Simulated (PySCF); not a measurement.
# One shape, several levels: CH6GeSi (SMILES [CH2]1[SiH2][GeH2]1)

We compute a comparison of 6 runs (HF/def2-SVP, B3LYP/6-31G*, PBE0/def2-SVP, B3LYP/def2-TZVP, PBE0/def2-TZVP, MP2/3-21G) of CH6GeSi. The job is set up through a Python script.

The results are computed with PySCF 2.14.0.

### 1 The molecule

The species is CH6GeSi (9 atoms), meant as a singlet with charge 0. As SMILES, `[CH2]1[SiH2][GeH2]1`. The coordinates come from a PBE0-D4/def2-TZVP relaxation.

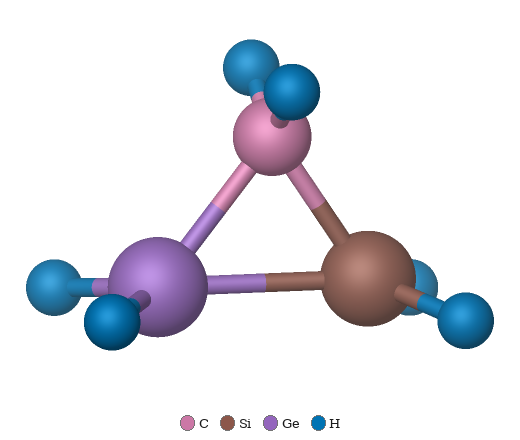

Viewed from a chosen angle; carbon pink, silicon brown, germanium purple, hydrogen blue.

### 2 Energy and forces at HF/def2-SVP (run 1)

File calc.py:

```python
from pyscf import gto

molecule = gto.M(
    atom=[
    ('C', (-0.726700, 0.082100, -0.693700)),
    ('Si', (0.887500, 0.879500, -0.151400)),
    ('Ge', (-0.040700, -0.948100, 0.885700)),
    ('H', (-1.647500, 0.636600, -0.532900)),
    ('H', (-0.737600, -0.453300, -1.639500)),
    ('H', (0.802100, 2.227300, 0.458900)),
    ('H', (2.050400, 0.731400, -1.058000)),
    ('H', (0.399400, -2.377500, 0.568600)),
    ('H', (-0.898400, -0.824300, 2.145300)),
],
    spin=0,
    basis='def2-svp',
    verbose=4,
    max_memory=1860,
)

mf = molecule.RHF()
mf.conv_tol = 1e-10
mf.kernel()
if not mf.converged:
    mf = mf.newton().run(mf.mo_coeff, mf.mo_occ)

etot = mf.e_tot
print('E(%s) = %.9f' % ('HF', etot))
grad = mf.nuc_grad_method().kernel()
mf.analyze()
```

The run is started by

```sh
$ OMP_NUM_THREADS=1 python calc.py
```

Standard output:

```text
PySCF version 2.14.0

[... 82 lines left out ...]
Two-electron Energy =                 1199.267919083202742
[... 13 lines left out ...]
MO #10  energy= -5.15450227210167  occ= 2
[... 11 lines left out ...]
MO #22  energy= -0.712471874541767 occ= 2
[... 11 lines left out ...]
MO #34  energy= 0.210959147444659  occ= 0
[... 11 lines left out ...]
MO #46  energy= 0.577477868340285  occ= 0
[... 11 lines left out ...]
MO #58  energy= 0.928930945510198  occ= 0
[... 11 lines left out ...]
MO #70  energy= 1.82334972227922   occ= 0
[... 11 lines left out ...]
MO #82  energy= 2.31746961348372   occ= 0
[... 11 lines left out ...]
MO #94  energy= 3.29759549235886   occ= 0
[... 106 lines left out ...]
Dipole moment(X, Y, Z, Debye): -0.05282,  0.12934, -0.17055
```

Wall time 16 s (1 thread of Intel Xeon at 2.70GHz, shared host); peak memory 0.19 GiB.

### 3 Energy and gradient at B3LYP/6-31G(d) (spherical functions) (run 2)

File run.py:

```python
# [CH2]1[SiH2][GeH2]1
from pyscf import gto, dft

mol = gto.M(
    atom=[
    ('C', (-0.726700, 0.082100, -0.693700)),
    ('Si', (0.887500, 0.879500, -0.151400)),
    ('Ge', (-0.040700, -0.948100, 0.885700)),
    ('H', (-1.647500, 0.636600, -0.532900)),
    ('H', (-0.737600, -0.453300, -1.639500)),
    ('H', (0.802100, 2.227300, 0.458900)),
    ('H', (2.050400, 0.731400, -1.058000)),
    ('H', (0.399400, -2.377500, 0.568600)),
    ('H', (-0.898400, -0.824300, 2.145300)),
],
    charge=0,
    spin=0,
    max_memory=1860,
    verbose=4,
    basis='6-31g*',
)

mf = dft.RKS(mol)
mf.xc = 'b3lyp'
mf.grids.level = 5
mf.conv_tol = 1e-10
mf.kernel()
if not mf.converged:
    mf = mf.newton().run(mf.mo_coeff, mf.mo_occ)

etot = mf.e_tot
print('Final energy', etot)
grad = mf.nuc_grad_method().kernel()
mf.analyze()
```

The run is started by

```sh
$ OMP_NUM_THREADS=1 python run.py
```

Standard output:

```text
PySCF version 2.14.0

[... 93 lines left out ...]
Nuclear Repulsion Energy =             255.336102768389736
[... 11 lines left out ...]
MO #6   energy= -44.3224363799598  occ= 2
[... 9 lines left out ...]
MO #16  energy= -1.20439700466392  occ= 2
[... 9 lines left out ...]
MO #26  energy= -0.351822817590038 occ= 2
[... 9 lines left out ...]
MO #36  energy= 0.123322485963831  occ= 0
[... 9 lines left out ...]
MO #46  energy= 0.347550071196574  occ= 0
[... 9 lines left out ...]
MO #56  energy= 0.764639003053667  occ= 0
[... 9 lines left out ...]
MO #66  energy= 1.2414434920388    occ= 0
[... 9 lines left out ...]
MO #76  energy= 3.481677398985     occ= 0
[... 88 lines left out ...]
Dipole moment(X, Y, Z, Debye): -0.25147,  0.16779, -0.37194
```

Wall time 49 s (1 thread of Intel Xeon at 2.70GHz, shared host); peak memory 0.75 GiB.

Runs 3 to 5 aren't shown in full; the table further down has their settings and results.

### 4 Energy and gradient at MP2/3-21G (run 6)

File run.py:

```python
from pyscf import gto, scf, mp

molecule = gto.Mole()
molecule.atom = '''
C     -0.726700     0.082100    -0.693700
Si     0.887500     0.879500    -0.151400
Ge    -0.040700    -0.948100     0.885700
H     -1.647500     0.636600    -0.532900
H     -0.737600    -0.453300    -1.639500
H      0.802100     2.227300     0.458900
H      2.050400     0.731400    -1.058000
H      0.399400    -2.377500     0.568600
H     -0.898400    -0.824300     2.145300
'''
molecule.verbose = 3
molecule.basis = '3-21g'
molecule.max_memory = 1860
molecule.build()

mf = scf.RHF(molecule)
mf.conv_tol = 1e-10
mf.kernel()
if not mf.converged:
    mf = mf.newton().run(mf.mo_coeff, mf.mo_occ)

pt = mp.MP2(mf, frozen=15).run()
e_tot = pt.e_tot
print('Final energy', e_tot)
grad = pt.nuc_grad_method().kernel()
dip = mf.dip_moment()
pop, q = mf.mulliken_pop()
```

The run is started by

```sh
$ OMP_NUM_THREADS=1 python run.py
```

Standard output:

```text
converged SCF energy = -2393.81331560141
[... 2 lines left out ...]
Final energy -2394.017070973966
[... 8 lines left out ...]
Dipole moment(X, Y, Z, Debye): -0.05884, -0.04325, -0.00542
[... 66 lines left out ...]
charge of    8H =     -0.15432
```

Wall time 4.5 s (1 thread of Intel Xeon at 2.70GHz, shared host); peak memory 0.25 GiB.

### 5 Overview of the runs

```csv
run,level,integration grid,frozen core orbitals,energy (Eh),dipole moment (D) of the reference,HOMO energy (eV),LUMO energy (eV),wall time
1,HF/def2-SVP,–,–,-2405.221109,0.22,-8.78,3.30,16 s
2,B3LYP/6-31G* (spherical functions),5,–,-2407.920064,0.48,-6.26,-0.27,49 s
3,PBE0/def2-SVP,5,–,-2407.344963,0.33,-6.60,-0.03,39 s
4,B3LYP/def2-TZVP,5,–,-2408.259461,0.34,-6.41,-0.50,1.9 min
5,PBE0/def2-TZVP,5,–,-2407.752475,0.38,-6.60,-0.26,2.2 min
6,MP2/3-21G,–,15,-2394.017071,0.07,-8.80,3.00,4.5 s
```

### 6 Results

| quantity | value |
| --- | --- |
| run 6: total energy | -2394.01707 Eh |
| run 6: dipole moment (Hartree–Fock density) | 0.07 D |
| run 6: HOMO energy (Hartree–Fock orbitals) | -8.80 eV |
| run 6: LUMO energy (Hartree–Fock orbitals) | 3.00 eV |
| run 6: HOMO–LUMO gap (Hartree–Fock orbitals) | 11.80 eV |
| run 6: correlation energy (15 core orbitals frozen) | -203.8 mEh |
| run 6: largest force on an atom | 1.496 eV/Å |

In words: Over runs 1, 2, 3, 4, 5 the dipole moment (its size) runs from 0.22 D (HF/def2-SVP) to 0.48 D (B3LYP/6-31G*). The two ends differ in method and basis. Over runs 1, 2, 3, 4, 5 the HOMO–LUMO gap runs from 5.91 eV (B3LYP/def2-TZVP) to 12.08 eV (HF/def2-SVP). Totals of different functionals can't be ranked against each other. All runs together took 5.9 min, the longest 2.2 min.
